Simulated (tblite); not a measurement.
## Geometry relaxation of C₅H₁₂SSi₂ (part 1 of 4)

C₅H₁₂SSi₂, computed with GFN2-xTB geometry optimisation, gas phase (tblite 0.8.0).

It belongs to a series of runs on one base structure; here: S inserted into a C-Si bond.

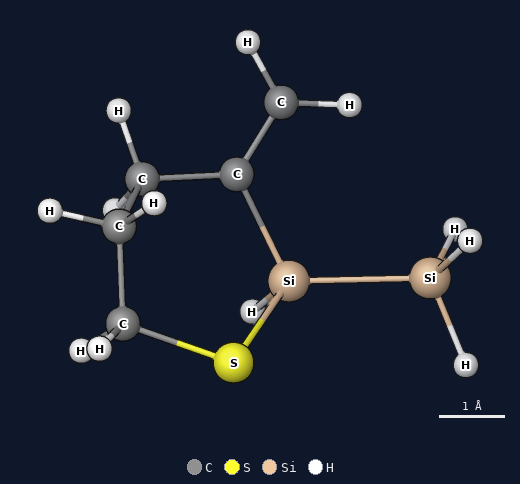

**Figure 1.** The structure as given in the input (ball-and-stick view, seen at a tilt). Bond lengths as drawn: C–C 1.31 to 1.52 Å, C–H 1.08 to 1.13 Å, C–S 1.83 Å, C–Si 1.87 Å, H–Si 1.46 to 1.48 Å, Si–Si 2.20 Å and S–Si 2.16 Å.

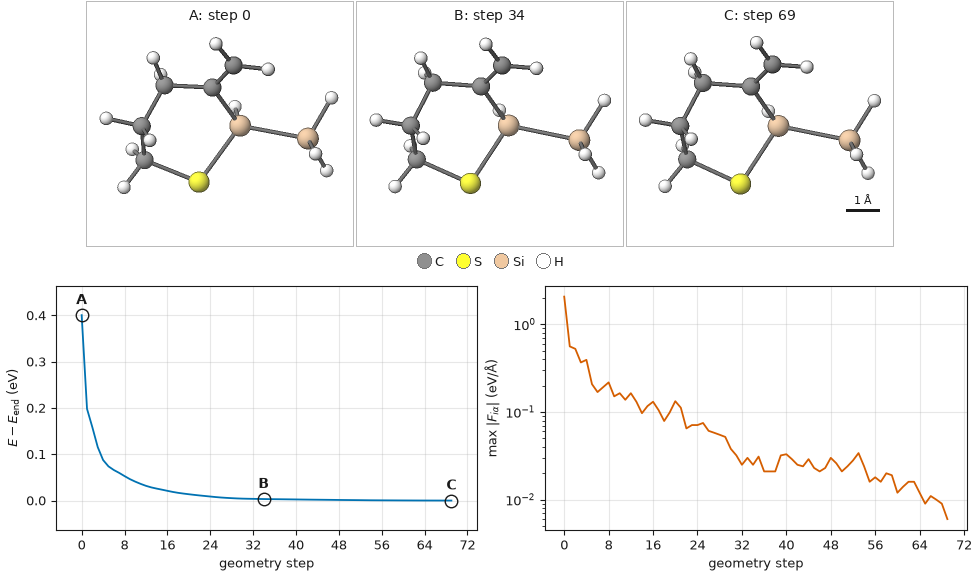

**Figure 2.** Frames of the relaxation (ball-and-stick view, seen at a tilt) above the curves, on which the letters mark them (steps are counted from 0).

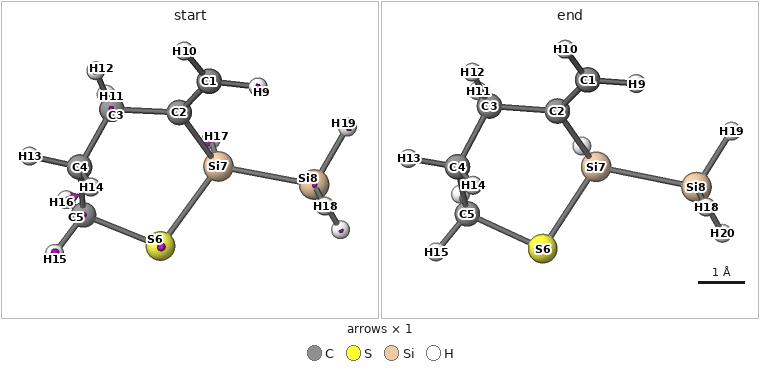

**Figure 3.** Before (left) and after (right) the relaxation, at one scale (ball-and-stick view, seen at a tilt). The pink arrows give the displacements, at true length. The largest move after the best rigid fit is that of H16, 0.33 Å. Largest moves by element: H 0.33 Å, S 0.21 Å, C 0.09 Å, Si 0.09 Å. Among the contacts that change: Si7–Si8 2.198 → 2.303 Å, C3–C4 1.479 → 1.532 Å, C3–H11 1.129 → 1.095 Å, C4–H14 1.123 → 1.093 Å. Among the angles that change: H9–C1–H10 122.1° → 116.0°, C5–S6–Si7 104.1° → 98.2°, C2–C3–H11 103.9° → 109.3°. Over 69 geometry steps the energy falls by 0.400 eV. The largest force component goes from 2.1 to 0.006 eV/Å. (Atoms are counted from 1 in the order of the input.)

The input and output of the run follow.

Input:
```
{"job": {"kind": "relax", "xc": "GFN2-xTB", "basis": "xTB"}, "charge": 0, "multiplicity": 1}
C      0.243500     2.148300    -0.306700
C     -0.084400     0.883100    -0.438300
C     -1.478000     0.402800    -0.694700
C     -2.047300    -0.419800     0.395000
C     -1.561400    -1.856800     0.452700
S      0.196100    -1.959200     0.951100
Si     1.181600    -0.482800    -0.286700
Si     3.144100     0.171900     0.456900
H      1.276200     2.404900    -0.111100
H     -0.530700     2.901200    -0.393300
H     -1.394100    -0.169500    -1.664300
H     -2.086500     1.325200    -0.907500
H     -3.162400    -0.486100     0.224000
H     -1.980700     0.064500     1.405600
H     -2.136600    -2.341300     1.274200
H     -1.747300    -2.425900    -0.468000
H      1.255500    -1.078500    -1.625800
H      3.121000     0.881300     1.728900
H      3.729100     1.021400    -0.605200
H      4.057300    -0.974400     0.610200
```

The first line tells a small driver script what to run in tblite; the rest is the geometry in Å.

Run as:
```bash
OMP_NUM_THREADS=1 python <driver script> task.json out
```

Output:
```
step      E/eV     max force
  0    -639.50000    2.546
  1    -639.70236    0.578
  2    -639.74229    0.553
  3    -639.78500    0.393
  4    -639.81290    0.418
  5    -639.82657    0.228
  6    -639.83447    0.189
  7    -639.84069    0.213
  8    -639.84759    0.227
  9    -639.85413    0.184
 10    -639.85957    0.169
 11    -639.86438    0.140
 12    -639.86865    0.165
 13    -639.87204    0.135
 14    -639.87463    0.116
 15    -639.87697    0.129
 16    -639.87943    0.145
 17    -639.88179    0.112
 18    -639.88376    0.091
 19    -639.88537    0.101
 20    -639.88680    0.138
 21    -639.88816    0.120
 22    -639.88942    0.077
 23    -639.89058    0.071
 24    -639.89174    0.087
 25    -639.89288    0.077
 26    -639.89386    0.073
 27    -639.89462    0.062
 28    -639.89527    0.059
 29    -639.89585    0.062
 30    -639.89627    0.042
 31    -639.89655    0.037
 32    -639.89676    0.030
 33    -639.89697    0.033
 34    -639.89718    0.035
 35    -639.89735    0.037
 36    -639.89748    0.025
 37    -639.89760    0.027
 38    -639.89773    0.032
 39    -639.89788    0.034
 40    -639.89804    0.033
 41    -639.89821    0.033
 42    -639.89836    0.032
 43    -639.89850    0.030
 44    -639.89862    0.031
 45    -639.89874    0.027
 46    -639.89886    0.024
 47    -639.89900    0.028
 48    -639.89915    0.037
 49    -639.89927    0.032
 50    -639.89937    0.023
 51    -639.89947    0.030
 52    -639.89959    0.044
 53    -639.89972    0.048
 54    -639.89984    0.033
 55    -639.89991    0.022
 56    -639.89997    0.023
 57    -639.90002    0.023
 58    -639.90008    0.025
 59    -639.90014    0.020
 60    -639.90020    0.016
 61    -639.90024    0.018
 62    -639.90029    0.023
 63    -639.90033    0.021
 64    -639.90036    0.013
 65    -639.90038    0.011
 66    -639.90040    0.014
 67    -639.90042    0.015
 68    -639.90044    0.010
 69    -639.90045    0.007
```

Trajectory as extended XYZ (Å, eV, eV/Å), 41 of the 70 frames kept, from step=0 to step=69:
```
20
Properties=species:S:1:pos:R:3:forces:R:3 step=0 energy=-639.50000
C     0.2435    2.1483   -0.3067   -0.0860   0.4020   0.0640
C    -0.0844    0.8831   -0.4383    0.0250  -0.7090   0.2150
C    -1.4780    0.4028   -0.6947    0.5270   1.4610  -2.0180
C    -2.0473   -0.4198    0.3950   -2.0750  -0.4200   0.9480
C    -1.5614   -1.8568    0.4527   -0.3600  -0.0100   0.7330
S     0.1961   -1.9592    0.9511    0.0280  -0.2590   0.0530
Si    1.1816   -0.4828   -0.2867   -1.4850  -0.8760  -0.5380
Si    3.1441    0.1719    0.4569    1.8730   0.2550   0.4040
H     1.2762    2.4049   -0.1111   -0.2800   0.3660  -0.0580
H    -0.5307    2.9012   -0.3933    0.3780   0.2450   0.0660
H    -1.3941   -0.1695   -1.6643   -0.4730   0.2670   0.8260
H    -2.0865    1.3252   -0.9075    0.1020  -0.8520   0.2280
H    -3.1624   -0.4861    0.2240    0.7300  -0.0010   0.0500
H    -1.9807    0.0645    1.4056    0.4130  -0.3140  -0.8250
H    -2.1366   -2.3413    1.2742    0.5520   0.0170  -0.4610
H    -1.7473   -2.4259   -0.4680    0.2620   0.3280   0.1470
H     1.2555   -1.0785   -1.6258   -0.0510  -0.1460  -0.1790
H     3.1210    0.8813    1.7289    0.0530   0.1270   0.0430
H     3.7291    1.0214   -0.6052   -0.0590  -0.0710   0.2890
H     4.0573   -0.9744    0.6102   -0.0740   0.1880   0.0110
20
Properties=species:S:1:pos:R:3:forces:R:3 step=2 energy=-639.74229
C     0.2402    2.1461   -0.3054    0.0870   0.4970   0.1010
C    -0.0826    0.8797   -0.4324   -0.1710  -0.5260  -0.0030
C    -1.4714    0.4278   -0.7293   -0.0730  -0.0800   0.2600
C    -2.0858   -0.4235    0.4043    0.1450   0.1430  -0.3510
C    -1.5703   -1.8539    0.4683   -0.0410   0.2400   0.0080
S     0.1948   -1.9681    0.9537   -0.1360  -0.2490   0.1100
Si    1.1543   -0.5063   -0.2967    0.1030  -0.2690   0.0240
Si    3.1841    0.1760    0.4643    0.0890  -0.0510   0.0190
H     1.2684    2.4169   -0.1122   -0.2000   0.2800   0.0010
H    -0.5207    2.9105   -0.3917    0.2670   0.1760   0.0290
H    -1.4085   -0.1644   -1.6467   -0.3240  -0.0490   0.0200
H    -2.0878    1.3076   -0.9039   -0.2660  -0.0110  -0.0630
H    -3.1530   -0.4867    0.2241   -0.3630  -0.0220  -0.0840
H    -1.9687    0.0576    1.3854    0.2420  -0.0130  -0.2840
H    -2.1228   -2.3450    1.2657    0.1350  -0.2720   0.0870
H    -1.7389   -2.4147   -0.4619    0.2050   0.2870   0.1620
H     1.2534   -1.0843   -1.6336   -0.0930  -0.2030  -0.2740
H     3.1232    0.8861    1.7315    0.0900   0.1390   0.0790
H     3.7288    1.0208   -0.5977    0.0920   0.0860   0.0950
H     4.0581   -0.9716    0.6112    0.2120  -0.1020   0.0620
20
Properties=species:S:1:pos:R:3:forces:R:3 step=3 energy=-639.78500
C     0.2401    2.1494   -0.3029   -0.0830  -0.0480   0.0280
C    -0.0847    0.8743   -0.4296    0.0340  -0.0350   0.0190
C    -1.4731    0.4313   -0.7312   -0.1470  -0.1790   0.3180
C    -2.0930   -0.4189    0.3941    0.2400  -0.0030  -0.1200
C    -1.5750   -1.8463    0.4739    0.1090   0.1770  -0.1000
S     0.1905   -1.9783    0.9578   -0.1210  -0.1740   0.1020
Si    1.1493   -0.5228   -0.2989    0.3680  -0.0230   0.0600
Si    3.2001    0.1757    0.4667   -0.3580  -0.0970   0.0370
H     1.2605    2.4292   -0.1124   -0.0060   0.2300   0.0440
H    -0.5106    2.9196   -0.3904    0.1350   0.1630   0.0100
H    -1.4227   -0.1640   -1.6402   -0.2390  -0.1180  -0.1790
H    -2.0956    1.3016   -0.9045   -0.2800   0.1540  -0.0830
H    -3.1607   -0.4876    0.2218   -0.3510   0.0130  -0.0880
H    -1.9578    0.0548    1.3709    0.1460   0.1120  -0.1300
H    -2.1141   -2.3542    1.2652    0.0010  -0.2140   0.1590
H    -1.7302   -2.4024   -0.4547    0.1400   0.1650   0.0070
H     1.2502   -1.0921   -1.6443   -0.1120  -0.1790  -0.1840
H     3.1264    0.8919    1.7350    0.1030   0.0840   0.0040
H     3.7312    1.0228   -0.5923    0.1380   0.1340   0.0200
H     4.0642   -0.9734    0.6132    0.2810  -0.1620   0.0750
20
Properties=species:S:1:pos:R:3:forces:R:3 step=5 energy=-639.82657
C     0.2368    2.1475   -0.2991    0.0030  -0.0230   0.0130
C    -0.0842    0.8691   -0.4254   -0.0080  -0.0300  -0.0400
C    -1.4814    0.4308   -0.7277   -0.0980  -0.0320  -0.0910
C    -2.0992   -0.4162    0.3833   -0.0520  -0.0820   0.1780
C    -1.5757   -1.8347    0.4793    0.0700  -0.1430   0.0040
S     0.1821   -1.9958    0.9662    0.0650   0.0460   0.0170
Si    1.1573   -0.5419   -0.3006    0.1250   0.0820  -0.0460
Si    3.2039    0.1704    0.4719   -0.1890  -0.1260   0.0190
H     1.2517    2.4526   -0.1105    0.0300   0.0540   0.0500
H    -0.4947    2.9371   -0.3887    0.0040   0.0120  -0.0040
H    -1.4494   -0.1679   -1.6400   -0.1190  -0.0280  -0.1290
H    -2.1153    1.2999   -0.9080   -0.0720   0.0510  -0.0050
H    -3.1789   -0.4875    0.2163    0.0150   0.0380   0.0070
H    -1.9397    0.0584    1.3502   -0.0030   0.2080   0.0730
H    -2.1034   -2.3711    1.2687   -0.0230   0.0040  -0.0050
H    -1.7145   -2.3827   -0.4494    0.0560   0.0080  -0.1680
H     1.2410   -1.1087   -1.6624   -0.1160  -0.0970   0.0380
H     3.1351    0.9016    1.7380    0.0900   0.0100  -0.0680
H     3.7400    1.0308   -0.5843    0.0760   0.0360   0.1000
H     4.0832   -0.9811    0.6190    0.1480   0.0120   0.0600
20
Properties=species:S:1:pos:R:3:forces:R:3 step=7 energy=-639.84069
C     0.2363    2.1460   -0.2969   -0.0040  -0.0360  -0.0080
C    -0.0856    0.8656   -0.4272   -0.0650   0.0490  -0.0850
C    -1.4900    0.4281   -0.7309   -0.0090   0.0150  -0.0900
C    -2.1030   -0.4191    0.3885    0.0110   0.0240   0.0460
C    -1.5721   -1.8386    0.4809   -0.0070  -0.0350  -0.0190
S     0.1838   -1.9985    0.9699    0.1050   0.1080  -0.0200
Si    1.1656   -0.5440   -0.3045   -0.1920   0.0070  -0.0920
Si    3.1964    0.1611    0.4746    0.1780  -0.0390   0.0010
H     1.2498    2.4633   -0.1067   -0.0170  -0.0500   0.0390
H    -0.4890    2.9432   -0.3884   -0.0200  -0.0670   0.0000
H    -1.4661   -0.1706   -1.6475   -0.0860   0.0320  -0.0180
H    -2.1261    1.3019   -0.9093    0.0300  -0.0650   0.0340
H    -3.1842   -0.4854    0.2156    0.0920  -0.0010   0.0850
H    -1.9340    0.0722    1.3476   -0.0550   0.1000   0.0400
H    -2.1012   -2.3771    1.2694   -0.0080  -0.0060  -0.0630
H    -1.7054   -2.3751   -0.4575    0.0400   0.0040  -0.0770
H     1.2304   -1.1205   -1.6660   -0.0920  -0.0700   0.0770
H     3.1436    0.9054    1.7348    0.0550  -0.0190  -0.0600
H     3.7473    1.0350   -0.5743    0.0060  -0.0560   0.1650
H     4.0984   -0.9822    0.6248    0.0360   0.1030   0.0440
20
Properties=species:S:1:pos:R:3:forces:R:3 step=9 energy=-639.85413
C     0.2355    2.1431   -0.2955   -0.0370   0.0000  -0.0340
C    -0.0921    0.8645   -0.4366   -0.0340   0.0420  -0.1040
C    -1.4998    0.4251   -0.7382    0.0430   0.0210   0.0320
C    -2.1031   -0.4199    0.3967    0.1040   0.1020  -0.1120
C    -1.5678   -1.8439    0.4799    0.0030   0.1510  -0.0320
S     0.1927   -1.9925    0.9724   -0.0200   0.0720  -0.0080
Si    1.1620   -0.5434   -0.3145   -0.1320   0.0240  -0.0090
Si    3.1982    0.1482    0.4772    0.1330   0.0180  -0.0180
H     1.2468    2.4693   -0.0995   -0.0460  -0.1420   0.0250
H    -0.4855    2.9439   -0.3881   -0.0610  -0.0680   0.0060
H    -1.4899   -0.1715   -1.6580   -0.0470   0.0410   0.0550
H    -2.1357    1.3003   -0.9083    0.0230  -0.0580   0.0340
H    -3.1833   -0.4834    0.2218    0.0650  -0.0380   0.1200
H    -1.9330    0.0942    1.3484   -0.0440  -0.0730  -0.0570
H    -2.1001   -2.3842    1.2654    0.0280  -0.0360  -0.1080
H    -1.6930   -2.3672   -0.4716    0.0330   0.0450   0.0820
H     1.2119   -1.1387   -1.6639   -0.0660  -0.0720   0.0110
H     3.1568    0.9076    1.7267    0.0120  -0.0290   0.0020
H     3.7561    1.0355   -0.5519    0.0160  -0.0390   0.0740
H     4.1181   -0.9763    0.6345    0.0280   0.0390   0.0400
20
Properties=species:S:1:pos:R:3:forces:R:3 step=10 energy=-639.85957
C     0.2342    2.1418   -0.2957   -0.0490   0.0150  -0.0410
C    -0.0958    0.8650   -0.4434    0.0070   0.0130  -0.0880
C    -1.5030    0.4245   -0.7412    0.0340   0.0240   0.0470
C    -2.1010   -0.4180    0.3981    0.0870   0.0780  -0.1110
C    -1.5657   -1.8429    0.4788    0.0330   0.1640  -0.0210
S     0.1963   -1.9878    0.9732   -0.0760   0.0430   0.0150
Si    1.1571   -0.5422   -0.3192    0.0020   0.0400   0.0300
Si    3.2021    0.1429    0.4779    0.0000   0.0130  -0.0140
H     1.2444    2.4681   -0.0956   -0.0370  -0.1540   0.0180
H    -0.4857    2.9423   -0.3878   -0.0850  -0.0360   0.0080
H    -1.5013   -0.1708   -1.6614   -0.0240   0.0250   0.0520
H    -2.1391    1.2982   -0.9069   -0.0090  -0.0060   0.0230
H    -3.1809   -0.4834    0.2276    0.0320  -0.0390   0.1000
H    -1.9339    0.1023    1.3477   -0.0110  -0.1090  -0.0650
H    -2.0990   -2.3879    1.2607    0.0390  -0.0220  -0.1140
H    -1.6869   -2.3628   -0.4761    0.0310   0.0600   0.1080
H     1.2021   -1.1484   -1.6625   -0.0570  -0.0680  -0.0130
H     3.1630    0.9077    1.7231   -0.0040  -0.0300   0.0330
H     3.7603    1.0347   -0.5402    0.0440   0.0030  -0.0070
H     4.1274   -0.9726    0.6398    0.0450  -0.0140   0.0390
```
